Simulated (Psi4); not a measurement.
# InCl2O (SMILES [O][In]([Cl])[Cl]), step by step

Wanted: a geometry optimisation (U-wB97X-D/def2-SVP), then vibrational wavenumbers of InCl2O. 

The calculation is run with Psi4 1.11.

## 1. The system as given

InCl2O has 4 atoms, charge 0, and is taken as a doublet. SMILES: `[O][In]([Cl])[Cl]`. The coordinates come from a PBE0-D4/def2-TZVP relaxation. The run starts from this shape.

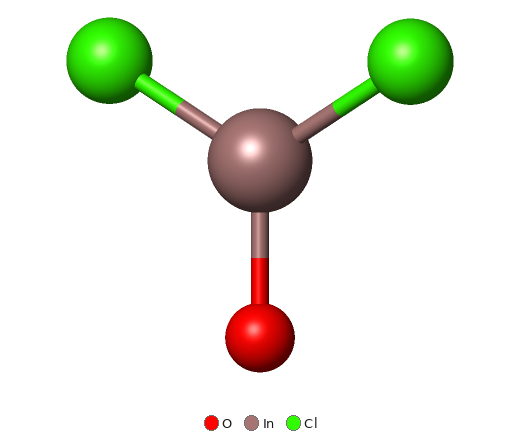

Viewed from a chosen angle; oxygen red, indium brown, chlorine green.

## 2. A structure relaxation at U-wB97X-D/def2-SVP (density fitting, core potential) (run 1)

calc.py

```python
import psi4

psi4.set_memory(1600000000)
psi4.set_num_threads(1)
psi4.set_output_file('cl2ino.out', False)

mol = psi4.geometry("""
0 2
O      0.606300     1.014000     1.667600
In     0.031700     0.016000     0.045400
Cl     0.741600    -2.145000    -0.248200
Cl    -1.324100     1.054700    -1.485200
units angstrom
""")

psi4.set_options({
    'reference': 'uks',
    'geom_maxiter': 60,
})

e_tot, wfn = psi4.optimize('wb97x-d/def2-SVP', molecule=mol, return_wfn=True)
print(f'total energy {e_tot:.8f} hartree = {e_tot * 27.211386:.5f} eV')
mol.save_xyz_file('final.xyz', False)
for k, v in sorted(psi4.core.scalar_variables().items()):
    print(f'{k:45s} {v:18.10f}')
```

Command:

```console
$ python calc.py
```

cl2ino.out:

```text
[...]
    !!!  WARNING: ECP capability is in beta. Please check occupations closely.  !!!
[...]
  Running in c1 symmetry.
[...]
  Nuclear repulsion =  286.555074893542837
[...]
  Multiplicity = 2
[...]
  Nalpha       = 32
  Nbeta        = 31
[...]
    Number of basis functions: 76
[...]
   @DF-UKS iter   1: -1184.78803748271207   -9.77577e-01   1.28079e-02 ADIIS/DIIS
[...]
    !!!  WARNING: ECP capability is in beta. Please check occupations closely.  !!!
[...]
   @DF-UKS iter   8: -1185.46259374463466   -2.72848e-12   5.59685e-09 DIIS
[...]
   @S^2 Observed:                7.567643368E-01
[...]
    Orbital Energies [Eh]
    ---------------------
    Alpha Occupied:
       1A   -101.684904     2A   -101.684890     3A    -19.328436
       4A     -9.591172     5A     -9.591165     6A     -7.343018
       7A     -7.343010     8A     -7.336643     9A     -7.336637
      10A     -7.336179    11A     -7.336172    12A     -4.855100
      13A     -3.260755    14A     -3.254132    15A     -3.251644
      16A     -1.067808    17A     -0.957962    18A     -0.956656
      19A     -0.930956    20A     -0.928847    21A     -0.914799
      22A     -0.889736    23A     -0.881415    24A     -0.546026
      25A     -0.507064    26A     -0.462387    27A     -0.450061
      28A     -0.443361    29A     -0.421249    30A     -0.414471
      31A     -0.414315    32A     -0.410760
[...]
  @DF-UKS Final Energy: -1185.46259374463466
   => Energetics <=
    Nuclear Repulsion Energy =            283.5038578541180527
    One-Electron Energy =               -2274.1215954497783969
    Two-Electron Energy =                 864.0855653407130603
    DFT Exchange-Correlation Energy =     -58.9295894892615166
    Empirical Dispersion Energy =          -0.0008320004255983
    VV10 Nonlocal Energy =                  0.0000000000000000
    Total Energy =                      -1185.4625937446346597
[...]
 Multipole Moments:
 ------------------------------------------------------------------------------------
     Multipole            Electronic (a.u.)      Nuclear  (a.u.)        Total (a.u.)
 ------------------------------------------------------------------------------------
 L = 1.  Multiply by 2.5417464519 to convert [e a0] to [Debye]
 Dipole X            :          4.2776010           -4.2942910           -0.0166900
 Dipole Y            :          7.4331675           -7.4620053           -0.0288377
 Dipole Z            :         12.0836693          -12.1304417           -0.0467724
 Magnitude           :                                                    0.0574267
[...]
  -Total Gradient:
     Atom            X                  Y                   Z
    ------   -----------------  -----------------  -----------------
       1        0.000046068601     0.000079049605     0.000127628377
       2        0.000043979245     0.000080213258     0.000133507696
       3        0.000042839533     0.000100352715     0.000136752492
       4        0.000059250574     0.000074884031     0.000146548874
[...]
    Final optimized geometry and variables:
    Molecular point group: c1
    Full point group: C1
    Geometry (in Angstrom), charge = 0, multiplicity = 2:
    O            0.650150045889     1.129358692066     1.835640873130
    IN           0.069367240113     0.120534040247     0.195941689422
    CL           0.776255540571    -2.065567879202    -0.119612124990
    CL          -1.301570442661     1.152932143233    -1.363861743544
[...]
```

The script printed:

```text
Optimizer: Optimization complete!
total energy -1185.46259374 hartree = -32258.08023 eV
CURRENT ENERGY                                  -1185.4625937446
CURRENT REFERENCE ENERGY                        -1185.4625937446
DD SOLVATION ENERGY                                 0.0000000000
DFT FUNCTIONAL TOTAL ENERGY                     -1185.4617617442
DFT TOTAL ENERGY                                -1185.4625937446
DFT VV10 ENERGY                                     0.0000000000
DFT XC ENERGY                                     -58.9295894893
DISPERSION CORRECTION ENERGY                       -0.0008320004
GRID ELECTRONS ALPHA                               31.9999819737
GRID ELECTRONS BETA                                30.9999912760
GRID ELECTRONS TOTAL                               62.9999732497
NUCLEAR REPULSION ENERGY                          283.5038578541
ONE-ELECTRON ENERGY                             -2274.1215954498
OPTIMIZATION ITERATIONS                             7.0000000000
PCM POLARIZATION ENERGY                             0.0000000000
PE ENERGY                                           0.0000000000
SCF ITERATION ENERGY                            -1185.4625937446
SCF ITERATIONS                                      8.0000000000
SCF TOTAL ENERGY                                -1185.4625937446
TWO-ELECTRON ENERGY                               864.0855653407
WB97X-D DISPERSION CORRECTION ENERGY               -0.0008320004
XC GRID RADIAL POINTS                              75.0000000000
XC GRID SPHERICAL POINTS                          302.0000000000
XC GRID TOTAL POINTS                            86179.0000000000
```

It took 2.7 min on 1 thread of Intel Xeon at 2.50GHz (Skylake/Cascade Lake), shared host; peak memory 0.47 GiB.

The path in brief:

| step | energy from the first frame kept (eV) | largest force (eV/Å) |
| --- | --- | --- |
| 0 | 0.0000 | 0.4551 |
| 1 | -0.0152 | 0.1592 |
| 2 | -0.0161 | 0.0183 |
| 3 | -0.0122 | 0.1707 |
| 4 | -0.0162 | 0.0167 |
| 5 | -0.0162 | 0.0139 |
| 6 | -0.0161 | 0.0090 |

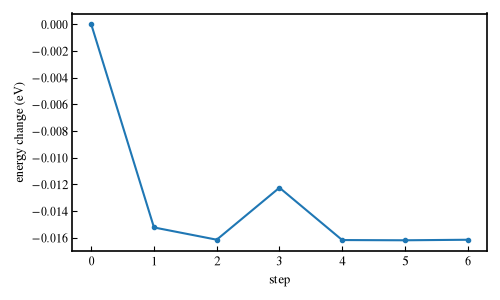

Energy along the run.

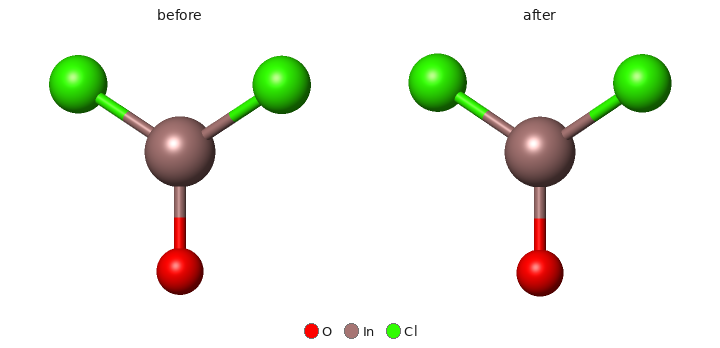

Before and after, at one scale.

After the run. Bond lengths: O1–In2 2.011 Å, In2–Cl3 2.319 Å, In2–Cl4 2.319 Å. Angles: O1–In2–Cl3 119.7°, O1–In2–Cl4 119.7°, Cl3–In2–Cl4 120.6°.

## 3. The harmonic vibrations at U-wB97X-D/def2-SVP (density fitting, core potential) (run 2)

cl2ino.inp

```
memory 1.6 GB

molecule geom {
  0 2
  O      0.615150     1.029430     1.692613
  In     0.034368     0.020606     0.052914
  Cl     0.741256    -2.165496    -0.262640
  Cl    -1.336570     1.053004    -1.506890
}

set {
  basis                      def2-SVP
  reference                  uks
  t                          298.15
  rotational_symmetry_number 2
}

energy_value = frequency('wb97x-d')
print_variables()
```

Command:

```console
$ psi4 cl2ino.inp cl2ino.out -n 1
```

cl2ino.out, cut to the lines that bear on the results:

```text
[...]
    !!!  WARNING: ECP capability is in beta. Please check occupations closely.  !!!
[...]
  Running in c1 symmetry.
[...]
  Nuclear repulsion =  283.503855732361615
[...]
  Multiplicity = 2
[...]
  Nalpha       = 32
  Nbeta        = 31
[...]
    Number of basis functions: 76
[...]
   @DF-UKS iter   1: -1184.82538219183266   -1.04532e+00   1.23125e-02 DIIS/ADIIS
[...]
   @DF-UKS iter  23: -1185.46259382665585   -3.41061e-12   6.26149e-09 DIIS
[...]
   @S^2 Observed:                7.567649751E-01
[...]
  @DF-UKS Final Energy: -1185.46259382665585
   => Energetics <=
    Nuclear Repulsion Energy =            283.4955119450773964
    One-Electron Energy =               -2274.1049532921738319
    Two-Electron Energy =                 864.0772400798082344
    DFT Exchange-Correlation Energy =     -58.9295605740730295
    Empirical Dispersion Energy =          -0.0008319852945275
    VV10 Nonlocal Energy =                  0.0000000000000000
    Total Energy =                      -1185.4625938266558478
[...]
 Multipole Moments:
[...]
  -Total Gradient:
     Atom            X                  Y                   Z
    ------   -----------------  -----------------  -----------------
       1        0.000047875937     0.000076342457     0.000128797916
       2        0.000080646308     0.000045070642     0.000170079297
       3        0.000041002402     0.000111355404     0.000141181224
       4        0.000021332019     0.000102741142     0.000102941615
[...]
  ==> Harmonic Vibrational Analysis <==
[...]
  Freq [cm^-1]                 91.4036             112.8925            118.6347
[...]
  IR activ [km/mol]             8.9964             24.0433             22.7266
[...]
  Freq [cm^-1]                 370.8297            405.0938            606.9986
[...]
  IR activ [km/mol]            11.2987             64.6397             31.9717
[...]
  Total E_0, Enthalpy at 0 [K]                                                        -1185.45870747 [Eh]
[...]
  Total H, Enthalpy at  298.15 [K]                                                    -1185.45197031 [Eh]
[...]
  Total G, Gibbs energy at  298.15 [K]                                                -1185.49112421 [Eh]
[...]
```

The script printed:

```text
Warning: used thermodynamics relations inappropriate for low-frequency modes: ['91.4036' '112.8925' '118.6347' '370.8297' '405.0938' '606.9986']
```

Wall time 9.1 min (1 thread of Intel Xeon at 2.50GHz (Skylake/Cascade Lake), shared host); peak memory 0.46 GiB.

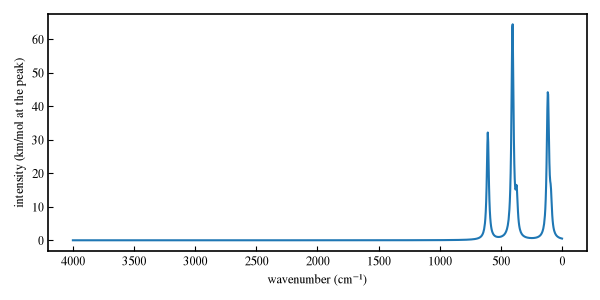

Harmonic infrared spectrum, unscaled, lines broadened by 10 cm⁻¹.

## 4. What came out

| quantity | value |
| --- | --- |
| run 1, U-wB97X-D/def2-SVP: total energy at the end | -1185.46259 Eh |
| run 1, U-wB97X-D/def2-SVP: dipole moment | 0.15 D |
| run 1, U-wB97X-D/def2-SVP: HOMO energy (highest over α and β) | -10.90 eV |
| run 1, U-wB97X-D/def2-SVP: LUMO energy (lowest over α and β) | -2.48 eV |
| run 1, U-wB97X-D/def2-SVP: dispersion energy | -2.18 kJ/mol |
| run 1, U-wB97X-D/def2-SVP: ⟨S²⟩ | 0.757 |
| run 2, U-wB97X-D/def2-SVP: lowest harmonic wavenumber | 91 cm⁻¹ |
| run 2, U-wB97X-D/def2-SVP: highest harmonic wavenumber | 607 cm⁻¹ |
| run 2, U-wB97X-D/def2-SVP: zero-point energy | 10.2 kJ/mol |
| run 2, U-wB97X-D/def2-SVP: ideal-gas entropy at 298.15 K (symmetry number 2 as used) | 82.4 cal/(mol K) |

In words: The optimisation (run 1, U-wB97X-D/def2-SVP) took 7 steps and changed the energy by -0.016 eV. All 6 modes (run 2, U-wB97X-D/def2-SVP) are real, so the shape is a minimum at this level.
